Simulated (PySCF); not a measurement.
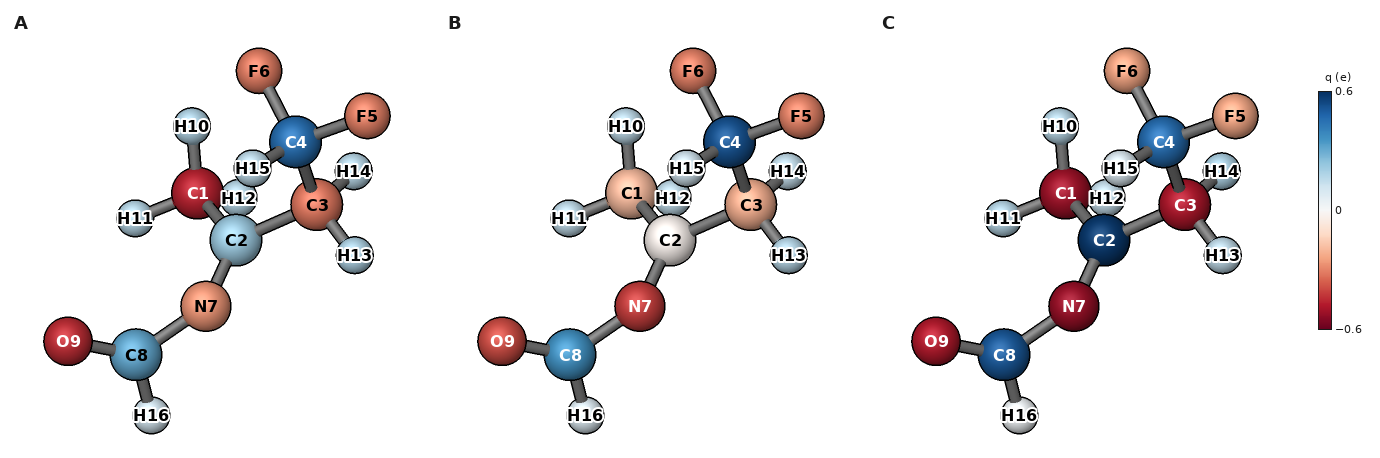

Atomic charges of one calculation by 3 schemes, on one colour scale. Computed geometry: GFN2-xTB optimisation. No frequency run is at hand to confirm it as a minimum. Computed with PBE0/pcSseg-1 (PySCF 2.14.0).

> The schemes are ESP-fitted, IAO, Mulliken. Which panel shows which?

A IAO, B Mulliken, C ESP-fitted.

List the charges (e), one line for each set of equivalent atoms.

```csv
atom,IAO,Mulliken,ESP-fitted
C1,−0.46,−0.19,−0.51
C2,0.22,−0.03,0.58
C3,−0.32,−0.21,−0.48
C4,0.46,0.52,0.46
F5,−0.30,−0.30,−0.23
F6,−0.31,−0.30,−0.24
N7,−0.27,−0.41,−0.52
C8,0.31,0.36,0.51
O9,−0.44,−0.39,−0.48
H10,0.18,0.15,0.16
H11,0.17,0.15,0.17
H12,0.17,0.15,0.14
H13,0.18,0.16,0.15
H14,0.16,0.14,0.18
H15,0.15,0.11,0.08
H16,0.11,0.08,0.03
```
